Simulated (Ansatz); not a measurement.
**NO+ (singlet): r2SCAN, PBE0 over a scan of the distance N1–O2, 6-31G**

Aim: run NO+ (singlet) with these functionals over a scan of the distance N1–O2, and hold them against the top wave-function level at the same points.

Program: Ansatz 0.2.0, Gaussian basis. Level of theory: 6-31G, all electrons in the functionals. These are calculated values, not measurements.

Plan: r2SCAN, PBE0, at 0.845 Å; 0.929 Å; 1.054 Å; 1.176 Å; 1.287 Å; 1.427 Å; 1.668 Å; 1.974 Å; 2.345 Å; 2.806 Å; 3.665 Å.

36 further runs of the same task are left out: 11 for a known fault of the program, 16 that didn't finish, 9 set aside as unsound or not needed. Runs told in other sessions of the task aren't counted.

## 1. What is computed

The geometry derives from a PBE0/def2-TZVP stationary point (not a proven minimum). One bond is set to the value named and the two fragments are kept rigid.

2 atoms, charge 1, spin multiplicity 1.

Atoms are counted from 1 here; the program's logs count them from 0.

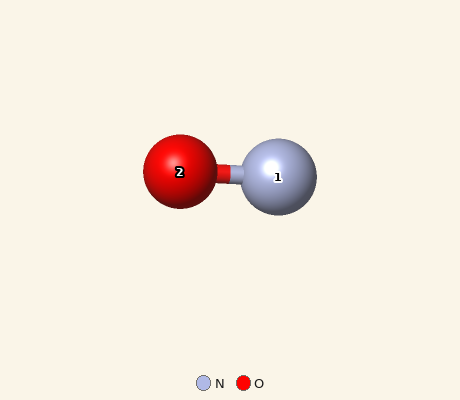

The structure; nitrogen light blue, oxygen red; atoms are numbered from 1 in the order of the file.

As a file:

```xyz
2
NO
N     0.00000    0.00000    0.00000
O     0.00000    0.00000    1.05370
```

No dispersion term is added.

The geometry shown and the zero of energy belong to the point 1.054 Å. The yardstick, FCI, and other wave-function levels (R restricted, U unrestricted, valence and pair active spaces) come from earlier runs.

## 2. r2SCAN, 0.845 Å

in.yaml

```yaml
crystal:
  periodic: [false, false, false]
  atoms:
    - {symbol: N, position_ang: [0.000000, 0.000000, 0.000000]}
    - {symbol: O, position_ang: [0.000000, 0.000000, 0.845000]}
basis:
  gaussian: {orbitals: 6-31G}
total_charge: 1
hamiltonian: {xc: {name: r2SCAN}}
```

Started as:

```bash
$ ansatz run in.yaml --threads 1 --pin off --events-out ev --progress --plain --max-ram 2393MiB
```

The log of the run:

```text
Functional definition: r2SCAN
  name "r2SCAN"
  cite "Furness, Kaplan, Ning, Perdew & Sun, J. Phys. Chem. Lett. 11, 8208 (2020) doi:10.1021/acs.jpclett.0c02405"
  cite "Furness, Kaplan, Ning, Perdew & Sun, J. Phys. Chem. Lett. 11, 9248 (2020) doi:10.1021/acs.jpclett.0c03077"
  parent r2scan
  parameter k0 = 0.174
  parameter k1 = 0.065
  parameter a1 = 4.9479
  exchange = r2scan_x(k0 = k0, k1 = k1, a1 = a1)
  correlation = r2scan_c
213 factors; integrals over basis functions are off by at most 9.3e-5 eV
mean field evaluation 1: about -3508.9647 eV, gradient 4.3e1 eV
mean field evaluation 2: about -3507.7696 eV, gradient 5.4e1 eV
mean field evaluation 4: about -3512.1403 eV, gradient 2.1e-1 eV
mean field evaluation 8: about -3512.1257 eV, gradient 1.6e-3 eV
mean field -3512.12567561 eV, -129.0682379742 hartree, gradient 6.0e-6 eV, S^2 0.000000; 0 other end points of the search recorded, 0 dependent functions left out
reference -3512.12567746 eV, -129.0682380423 hartree; 7, 7 occupied and 11, 11 virtual orbitals, 213 factors
Total energy: -3512.12567746 eV, -129.0682380423 hartree
```

Run time: 0.45 s. Hardware: 1 thread of Arm Neoverse V2, shared host.

## 3. r2SCAN, 0.929 Å

in.yaml

```yaml
crystal:
  periodic: [false, false, false]
  atoms:
    - {symbol: N, position_ang: [0.000000, 0.000000, 0.000000]}
    - {symbol: O, position_ang: [0.000000, 0.000000, 0.929000]}
basis:
  gaussian: {orbitals: 6-31G}
total_charge: 1
hamiltonian: {xc: {name: r2SCAN}}
output: {forces: true}
```

Launched as before.

The log of the run, cut to the lines that bear on the results:

```text
Functional definition: r2SCAN
  name "r2SCAN"
  cite "Furness, Kaplan, Ning, Perdew & Sun, J. Phys. Chem. Lett. 11, 8208 (2020) doi:10.1021/acs.jpclett.0c02405"
  cite "Furness, Kaplan, Ning, Perdew & Sun, J. Phys. Chem. Lett. 11, 9248 (2020) doi:10.1021/acs.jpclett.0c03077"
  parent r2scan
[...]
213 factors; integrals over basis functions are off by at most 7.2e-5 eV
[...]
mean field -3517.94134200 eV, -129.2819597722 hartree, gradient 1.3e-5 eV, S^2 0.000000; 0 other end points of the search recorded, 0 dependent functions left out
[...]
reference -3517.94134390 eV, -129.2819598419 hartree; 7, 7 occupied and 11, 11 virtual orbitals, 213 factors
Total energy: -3517.94134390 eV, -129.2819598419 hartree
Atom 0 at     0.000000     0.000000     0.000000 Å, force     0.000000    -0.000000   -45.304416 eV/Å
Atom 1 at     0.000000     0.000000     0.929000 Å, force    -0.000000     0.000000    45.304416 eV/Å
Dipole moment:     0.000000    -0.000000    -0.033556 e Å
```

It took 0.51 s on 1 thread of Arm Neoverse V2, shared host.

## 4. r2SCAN, 1.054 Å

in.yaml: that of step 3 with these lines changed.

```diff
@@ -4,3 +4,3 @@
     - {symbol: N, position_ang: [0.000000, 0.000000, 0.000000]}
-    - {symbol: O, position_ang: [0.000000, 0.000000, 0.929000]}
+    - {symbol: O, position_ang: [0.000000, 0.000000, 1.053700]}
 basis:
```

The command is unchanged.

The log of the run, cut to the lines that bear on the results:

```text
Functional definition: r2SCAN
  name "r2SCAN"
  cite "Furness, Kaplan, Ning, Perdew & Sun, J. Phys. Chem. Lett. 11, 8208 (2020) doi:10.1021/acs.jpclett.0c02405"
  cite "Furness, Kaplan, Ning, Perdew & Sun, J. Phys. Chem. Lett. 11, 9248 (2020) doi:10.1021/acs.jpclett.0c03077"
  parent r2scan
[...]
212 factors; integrals over basis functions are off by at most 1.2e-4 eV
[...]
mean field -3520.81548097 eV, -129.3875824313 hartree, gradient 6.5e-5 eV, S^2 0.000000; 0 other end points of the search recorded, 0 dependent functions left out
[...]
reference -3520.81548297 eV, -129.3875825045 hartree; 7, 7 occupied and 11, 11 virtual orbitals, 212 factors
Total energy: -3520.81548297 eV, -129.3875825045 hartree
Atom 0 at     0.000000     0.000000     0.000000 Å, force    -0.000000     0.000000    -6.460746 eV/Å
Atom 1 at     0.000000     0.000000     1.053700 Å, force     0.000000    -0.000000     6.460746 eV/Å
Dipole moment:     0.000000     0.000000    -0.094696 e Å
```

It took 0.54 s on 1 thread of Arm Neoverse V2, shared host.

## 5. r2SCAN, 1.176 Å

in.yaml

```yaml
crystal:
  periodic: [false, false, false]
  atoms:
    - {symbol: N, position_ang: [0.000000, 0.000000, 0.000000]}
    - {symbol: O, position_ang: [0.000000, 0.000000, 1.176000]}
basis:
  gaussian: {orbitals: 6-31G}
total_charge: 1
magnetization: {spin_polarized: true, initial_magnetization: 0}
hamiltonian: {xc: {name: r2SCAN}}
```

Launched as before.

The log of the run:

```text
Functional definition: r2SCAN
  name "r2SCAN"
  cite "Furness, Kaplan, Ning, Perdew & Sun, J. Phys. Chem. Lett. 11, 8208 (2020) doi:10.1021/acs.jpclett.0c02405"
  cite "Furness, Kaplan, Ning, Perdew & Sun, J. Phys. Chem. Lett. 11, 9248 (2020) doi:10.1021/acs.jpclett.0c03077"
  parent r2scan
  parameter k0 = 0.174
  parameter k1 = 0.065
  parameter a1 = 4.9479
  exchange = r2scan_x(k0 = k0, k1 = k1, a1 = a1)
  correlation = r2scan_c
212 factors; integrals over basis functions are off by at most 8.5e-5 eV
mean field evaluation 1: about -3514.1791 eV, gradient 4.4e1 eV
mean field evaluation 2: about -3445.0699 eV, gradient 1.3e2 eV
mean field evaluation 4: about -3520.2071 eV, gradient 1.0e1 eV
mean field evaluation 8: about -3520.5402 eV, gradient 1.3e-1 eV
mean field evaluation 16: about -3520.5403 eV, gradient 6.2e-5 eV
mean field -3520.54030302 eV, -129.3774698281 hartree, gradient 6.2e-5 eV, S^2 0.000000; 0 other end points of the search recorded, 0 dependent functions left out
reference -3520.54030522 eV, -129.3774699089 hartree; 7, 7 occupied and 11, 11 virtual orbitals, 212 factors
Total energy: -3520.54030522 eV, -129.3774699089 hartree
```

It took 0.69 s on 1 thread of Arm Neoverse V2, shared host.

From the report: ⟨S²⟩ of the determinant 0.000 (pure singlet: 0.00).

From 1.054 Å: +0.275 eV.

## 6. r2SCAN, 1.287 Å

in.yaml: that of step 5 with these lines changed.

```diff
@@ -4,3 +4,3 @@
     - {symbol: N, position_ang: [0.000000, 0.000000, 0.000000]}
-    - {symbol: O, position_ang: [0.000000, 0.000000, 1.176000]}
+    - {symbol: O, position_ang: [0.000000, 0.000000, 1.287000]}
 basis:
```

Same command.

The log of the run:

```text
Functional definition: r2SCAN
  name "r2SCAN"
  cite "Furness, Kaplan, Ning, Perdew & Sun, J. Phys. Chem. Lett. 11, 8208 (2020) doi:10.1021/acs.jpclett.0c02405"
  cite "Furness, Kaplan, Ning, Perdew & Sun, J. Phys. Chem. Lett. 11, 9248 (2020) doi:10.1021/acs.jpclett.0c03077"
  parent r2scan
  parameter k0 = 0.174
  parameter k1 = 0.065
  parameter a1 = 4.9479
  exchange = r2scan_x(k0 = k0, k1 = k1, a1 = a1)
  correlation = r2scan_c
212 factors; integrals over basis functions are off by at most 9.0e-5 eV
mean field evaluation 1: about -3508.8714 eV, gradient 5.5e1 eV
mean field evaluation 2: about -3395.5060 eV, gradient 1.4e2 eV
mean field evaluation 4: about -3516.0332 eV, gradient 3.1e1 eV
mean field evaluation 8: about -3519.3027 eV, gradient 1.8e-1 eV
mean field evaluation 16: about -3519.2964 eV, gradient 5.0e-5 eV
mean field -3519.29641052 eV, -129.3317576219 hartree, gradient 2.3e-5 eV, S^2 0.000000; 1 other end points of the search recorded, 0 dependent functions left out
reference -3519.29641280 eV, -129.3317577057 hartree; 7, 7 occupied and 11, 11 virtual orbitals, 212 factors
Total energy: -3519.29641280 eV, -129.3317577057 hartree
```

It took 0.78 s on 1 thread of Arm Neoverse V2, shared host.

From the report: ⟨S²⟩ of the determinant 0.000 (pure singlet: 0.00).

From 1.054 Å: +1.519 eV.

## 7. r2SCAN, 1.427 Å

in.yaml

```yaml
crystal:
  periodic: [false, false, false]
  atoms:
    - {symbol: N, position_ang: [0.000000, 0.000000, 0.000000]}
    - {symbol: O, position_ang: [0.000000, 0.000000, 1.427000]}
basis:
  gaussian: {orbitals: 6-31G}
total_charge: 1
magnetization: {spin_polarized: true, initial_magnetization: 0}
hamiltonian: {xc: {name: r2SCAN}}
output: {forces: true}
```

Same command.

The log of the run, cut to the lines that bear on the results:

```text
Functional definition: r2SCAN
  name "r2SCAN"
  cite "Furness, Kaplan, Ning, Perdew & Sun, J. Phys. Chem. Lett. 11, 8208 (2020) doi:10.1021/acs.jpclett.0c02405"
  cite "Furness, Kaplan, Ning, Perdew & Sun, J. Phys. Chem. Lett. 11, 9248 (2020) doi:10.1021/acs.jpclett.0c03077"
  parent r2scan
[...]
210 factors; integrals over basis functions are off by at most 9.3e-5 eV
[...]
mean field -3517.54988386 eV, -129.2675739511 hartree, gradient 4.4e-5 eV, S^2 0.568887; 4 other end points of the search recorded, 0 dependent functions left out
[...]
reference -3517.54988627 eV, -129.2675740394 hartree; 7, 7 occupied and 11, 11 virtual orbitals, 210 factors
Total energy: -3517.54988627 eV, -129.2675740394 hartree
Atom 0 at     0.000000     0.000000     0.000000 Å, force     0.000000     0.000000    10.235095 eV/Å
Atom 1 at     0.000000     0.000000     1.427000 Å, force    -0.000000    -0.000000   -10.235095 eV/Å
Dipole moment:     0.000000     0.000000    -0.198855 e Å
```

It took 2.2 s on 1 thread of Arm Neoverse V2, shared host.

From the report: ⟨S²⟩ of the determinant 0.569 (pure singlet: 0.00). The determinant of r2SCAN (⟨S²⟩ 0.57) is far from a pure spin state, so its energy mixes those of several spin states; that is harmless only where they are near-degenerate.

From 1.054 Å: +3.266 eV.

## 8. r2SCAN, 1.668 Å

in.yaml: that of step 7 with these lines changed.

```diff
@@ -4,3 +4,3 @@
     - {symbol: N, position_ang: [0.000000, 0.000000, 0.000000]}
-    - {symbol: O, position_ang: [0.000000, 0.000000, 1.427000]}
+    - {symbol: O, position_ang: [0.000000, 0.000000, 1.668000]}
 basis:
```

Launched as before.

The log of the run, cut to the lines that bear on the results:

```text
Functional definition: r2SCAN
  name "r2SCAN"
  cite "Furness, Kaplan, Ning, Perdew & Sun, J. Phys. Chem. Lett. 11, 8208 (2020) doi:10.1021/acs.jpclett.0c02405"
  cite "Furness, Kaplan, Ning, Perdew & Sun, J. Phys. Chem. Lett. 11, 9248 (2020) doi:10.1021/acs.jpclett.0c03077"
  parent r2scan
[...]
208 factors; integrals over basis functions are off by at most 9.7e-5 eV
[...]
mean field -3515.89948933 eV, -129.2069230708 hartree, gradient 1.1e-5 eV, S^2 1.555537; 4 other end points of the search recorded, 0 dependent functions left out
[...]
reference -3515.89949189 eV, -129.2069231647 hartree; 7, 7 occupied and 11, 11 virtual orbitals, 208 factors
Total energy: -3515.89949189 eV, -129.2069231647 hartree
Atom 0 at     0.000000     0.000000     0.000000 Å, force    -0.000000     0.000000     4.234071 eV/Å
Atom 1 at     0.000000     0.000000     1.668000 Å, force     0.000000    -0.000000    -4.234071 eV/Å
Dipole moment:     0.000000     0.000000    -0.131342 e Å
```

Run time: 1.9 s. Hardware: 1 thread of Arm Neoverse V2, shared host.

From the report: ⟨S²⟩ of the determinant 1.556 (pure singlet: 0.00). The determinant of r2SCAN (⟨S²⟩ 1.56) is far from a pure spin state, so its energy mixes those of several spin states; that is harmless only where they are near-degenerate.

From 1.054 Å: +4.916 eV.

## 9. r2SCAN, 1.974 Å

in.yaml: that of step 8 with these lines changed.

```diff
@@ -4,3 +4,3 @@
     - {symbol: N, position_ang: [0.000000, 0.000000, 0.000000]}
-    - {symbol: O, position_ang: [0.000000, 0.000000, 1.668000]}
+    - {symbol: O, position_ang: [0.000000, 0.000000, 1.974000]}
 basis:
```

Launched as before.

The log of the run, cut to the lines that bear on the results:

```text
Functional definition: r2SCAN
  name "r2SCAN"
  cite "Furness, Kaplan, Ning, Perdew & Sun, J. Phys. Chem. Lett. 11, 8208 (2020) doi:10.1021/acs.jpclett.0c02405"
  cite "Furness, Kaplan, Ning, Perdew & Sun, J. Phys. Chem. Lett. 11, 9248 (2020) doi:10.1021/acs.jpclett.0c03077"
  parent r2scan
[...]
207 factors; integrals over basis functions are off by at most 1.7e-4 eV
[...]
mean field -3515.07560564 eV, -129.1766459034 hartree, gradient 4.3e-5 eV, S^2 2.173259; 5 other end points of the search recorded, 0 dependent functions left out
[...]
reference -3515.07560833 eV, -129.1766460024 hartree; 7, 7 occupied and 11, 11 virtual orbitals, 207 factors
Total energy: -3515.07560833 eV, -129.1766460024 hartree
Atom 0 at     0.000000     0.000000     0.000000 Å, force     0.000000     0.000000     1.787888 eV/Å
Atom 1 at     0.000000     0.000000     1.974000 Å, force    -0.000000    -0.000000    -1.787888 eV/Å
Dipole moment:    -0.000000    -0.000000    -0.044650 e Å
```

Wall time 2.4 s (1 thread of Arm Neoverse V2, shared host).

From the report: ⟨S²⟩ of the determinant 2.173 (pure singlet: 0.00). The determinant of r2SCAN (⟨S²⟩ 2.17) is far from a pure spin state, so its energy mixes those of several spin states; that is harmless only where they are near-degenerate.

From 1.054 Å: +5.740 eV.

## 10. r2SCAN, 2.345 Å

in.yaml: that of step 9 with these lines changed.

```diff
@@ -4,3 +4,3 @@
     - {symbol: N, position_ang: [0.000000, 0.000000, 0.000000]}
-    - {symbol: O, position_ang: [0.000000, 0.000000, 1.974000]}
+    - {symbol: O, position_ang: [0.000000, 0.000000, 2.345000]}
 basis:
```

Launched as before.

The log of the run, cut to the lines that bear on the results:

```text
Functional definition: r2SCAN
  name "r2SCAN"
  cite "Furness, Kaplan, Ning, Perdew & Sun, J. Phys. Chem. Lett. 11, 8208 (2020) doi:10.1021/acs.jpclett.0c02405"
  cite "Furness, Kaplan, Ning, Perdew & Sun, J. Phys. Chem. Lett. 11, 9248 (2020) doi:10.1021/acs.jpclett.0c03077"
  parent r2scan
[...]
207 factors; integrals over basis functions are off by at most 2.6e-4 eV
[...]
mean field -3514.56636388 eV, -129.1579316139 hartree, gradient 4.7e-5 eV, S^2 2.436572; 6 other end points of the search recorded, 0 dependent functions left out
[...]
reference -3514.56636668 eV, -129.1579317169 hartree; 7, 7 occupied and 11, 11 virtual orbitals, 207 factors
Total energy: -3514.56636668 eV, -129.1579317169 hartree
Atom 0 at     0.000000     0.000000     0.000000 Å, force    -0.000000     0.000000     1.052537 eV/Å
Atom 1 at     0.000000     0.000000     2.345000 Å, force     0.000000    -0.000000    -1.052537 eV/Å
Dipole moment:    -0.000000     0.000000     0.038807 e Å
```

Wall time 3 s (1 thread of Arm Neoverse V2, shared host).

From the report: ⟨S²⟩ of the determinant 2.437 (pure singlet: 0.00). The determinant of r2SCAN (⟨S²⟩ 2.44) is far from a pure spin state, so its energy mixes those of several spin states; that is harmless only where they are near-degenerate.

From 1.054 Å: +6.249 eV.

## 11. r2SCAN, 2.806 Å

in.yaml

```yaml
crystal:
  periodic: [false, false, false]
  atoms:
    - {symbol: N, position_ang: [0.000000, 0.000000, 0.000000]}
    - {symbol: O, position_ang: [0.000000, 0.000000, 2.806000]}
basis:
  gaussian: {orbitals: 6-31G}
total_charge: 1
magnetization: {spin_polarized: true, initial_magnetization: 0}
hamiltonian: {xc: {name: r2SCAN}}
```

Same command.

The log of the run, cut to the lines that bear on the results:

```text
Functional definition: r2SCAN
  name "r2SCAN"
  cite "Furness, Kaplan, Ning, Perdew & Sun, J. Phys. Chem. Lett. 11, 8208 (2020) doi:10.1021/acs.jpclett.0c02405"
  cite "Furness, Kaplan, Ning, Perdew & Sun, J. Phys. Chem. Lett. 11, 9248 (2020) doi:10.1021/acs.jpclett.0c03077"
  parent r2scan
[...]
207 factors; integrals over basis functions are off by at most 2.9e-4 eV
[...]
mean field -3514.21989145 eV, -129.1451989871 hartree, gradient 1.7e-5 eV, S^2 2.533149; 14 other end points of the search recorded, 0 dependent functions left out
reference -3514.21989438 eV, -129.1451990946 hartree; 7, 7 occupied and 11, 11 virtual orbitals, 207 factors
Total energy: -3514.21989438 eV, -129.1451990946 hartree
```

Wall time 5.5 s (1 thread of Arm Neoverse V2, shared host).

From the report: ⟨S²⟩ of the determinant 2.533 (pure singlet: 0.00). The determinant of r2SCAN (⟨S²⟩ 2.53) is far from a pure spin state, so its energy mixes those of several spin states; that is harmless only where they are near-degenerate.

From 1.054 Å: +6.596 eV.

## 12. r2SCAN, 3.665 Å

in.yaml: that of step 11 with these lines changed.

```diff
@@ -4,3 +4,3 @@
     - {symbol: N, position_ang: [0.000000, 0.000000, 0.000000]}
-    - {symbol: O, position_ang: [0.000000, 0.000000, 2.806000]}
+    - {symbol: O, position_ang: [0.000000, 0.000000, 3.665000]}
 basis:
```

Same command.

The log of the run, cut to the lines that bear on the results:

```text
Functional definition: r2SCAN
  name "r2SCAN"
  cite "Furness, Kaplan, Ning, Perdew & Sun, J. Phys. Chem. Lett. 11, 8208 (2020) doi:10.1021/acs.jpclett.0c02405"
  cite "Furness, Kaplan, Ning, Perdew & Sun, J. Phys. Chem. Lett. 11, 9248 (2020) doi:10.1021/acs.jpclett.0c03077"
  parent r2scan
[...]
207 factors; integrals over basis functions are off by at most 3.4e-4 eV
[...]
mean field -3514.08396510 eV, -129.1402037857 hartree, gradient 2.5e-6 eV, S^2 2.572808; 12 other end points of the search recorded, 0 dependent functions left out
reference -3514.08396831 eV, -129.1402039037 hartree; 7, 7 occupied and 11, 11 virtual orbitals, 207 factors
Total energy: -3514.08396831 eV, -129.1402039037 hartree
```

It took 6 s on 1 thread of Arm Neoverse V2, shared host.

From the report: ⟨S²⟩ of the determinant 2.573 (pure singlet: 0.00). The determinant of r2SCAN (⟨S²⟩ 2.57) is far from a pure spin state, so its energy mixes those of several spin states; that is harmless only where they are near-degenerate.

From 1.054 Å: +6.732 eV.

## 13. PBE0, 0.845 Å

in.yaml

```yaml
crystal:
  periodic: [false, false, false]
  atoms:
    - {symbol: N, position_ang: [0.000000, 0.000000, 0.000000]}
    - {symbol: O, position_ang: [0.000000, 0.000000, 0.845000]}
basis:
  gaussian: {orbitals: 6-31G}
total_charge: 1
hamiltonian: {xc: {name: PBE0}}
output: {orbitals: {seedname: orbitals}}
```

Launched as before.

The log of the run:

```text
Functional definition: PBE0
  name "PBE0"
  cite "Adamo & Barone, J. Chem. Phys. 110, 6158 (1999) doi:10.1063/1.478522"
  cite "Perdew, Burke & Ernzerhof, Phys. Rev. Lett. 77, 3865 (1996) doi:10.1103/PhysRevLett.77.3865"
  parent pbe
  parameter a = 0.25
  parameter kappa = 0.804
  parameter beta = 0.06672455060314922
  exchange = (1 - a)*pbe_x(kappa = kappa, mu = beta*pi^2/3) + a*exact_x
  correlation = pbe_c(beta = beta)
213 factors; integrals over basis functions are off by at most 9.3e-5 eV
mean field evaluation 1: about -3507.5901 eV, gradient 3.9e1 eV
mean field evaluation 2: about -3507.4034 eV, gradient 4.5e1 eV
mean field evaluation 4: about -3510.2527 eV, gradient 1.2e-1 eV
mean field evaluation 8: about -3510.2598 eV, gradient 5.6e-4 eV
mean field -3510.25981284 eV, -128.9996687824 hartree, gradient 2.7e-5 eV, S^2 0.000000; 0 other end points of the search recorded, 0 dependent functions left out
reference -3510.25982020 eV, -128.9996690529 hartree; 7, 7 occupied and 11, 11 virtual orbitals, 213 factors
Total energy: -3510.25982020 eV, -128.9996690529 hartree
```

It took 0.18 s on 1 thread of Arm Neoverse V2, shared host.

## 14. PBE0, 0.929 Å

in.yaml

```yaml
crystal:
  periodic: [false, false, false]
  atoms:
    - {symbol: N, position_ang: [0.000000, 0.000000, 0.000000]}
    - {symbol: O, position_ang: [0.000000, 0.000000, 0.929000]}
basis:
  gaussian: {orbitals: 6-31G}
total_charge: 1
hamiltonian: {xc: {name: PBE0}}
output: {forces: true, orbitals: {seedname: orbitals}}
```

Same command.

The log of the run, cut to the lines that bear on the results:

```text
Functional definition: PBE0
  name "PBE0"
  cite "Adamo & Barone, J. Chem. Phys. 110, 6158 (1999) doi:10.1063/1.478522"
  cite "Perdew, Burke & Ernzerhof, Phys. Rev. Lett. 77, 3865 (1996) doi:10.1103/PhysRevLett.77.3865"
  parent pbe
[...]
213 factors; integrals over basis functions are off by at most 7.2e-5 eV
[...]
mean field -3516.00004383 eV, -129.2106183804 hartree, gradient 5.6e-5 eV, S^2 0.000000; 0 other end points of the search recorded, 0 dependent functions left out
[...]
reference -3516.00005117 eV, -129.2106186502 hartree; 7, 7 occupied and 11, 11 virtual orbitals, 213 factors
Total energy: -3516.00005117 eV, -129.2106186502 hartree
Atom 0 at     0.000000     0.000000     0.000000 Å, force     0.000000     0.000000   -44.351065 eV/Å
Atom 1 at     0.000000     0.000000     0.929000 Å, force    -0.000000    -0.000000    44.351065 eV/Å
Dipole moment:     0.000000    -0.000000    -0.037926 e Å
```

Run time: 0.21 s. Hardware: 1 thread of Arm Neoverse V2, shared host.

(Part 1 of 2 ends here.)
